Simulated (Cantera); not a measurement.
Feed: 1 mol SiHCl3, 0.0049 mol C3H8, a varied amount of H2, equilibrated at 1327 °C and 14.3 Torr.

Method: chemical equilibrium by Gibbs-energy minimisation in Cantera with the NASA 1993 tables (ideal gas, pure condensed phases). Candidate condensed phases: C, C6H6, C7H8, C8H18, Si, SiC; 109 gas species. Mutual solubility and eutectic melting of coexisting phases are not modelled. Equilibrium is a limit: real reactors are often held back by kinetics, nucleation or transport.

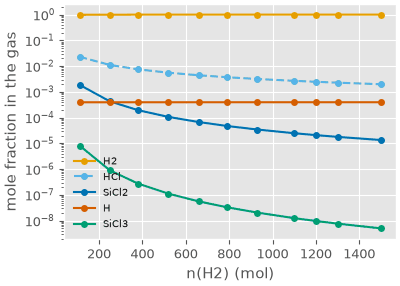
Equilibrium gas composition (values under 1e-9 drawn at 1e-9)

From 110 mol H2 to 1500 mol H2 the condensed part is Si(s) + SiC(s). The main Si-bearing gas is SiCl2 throughout.
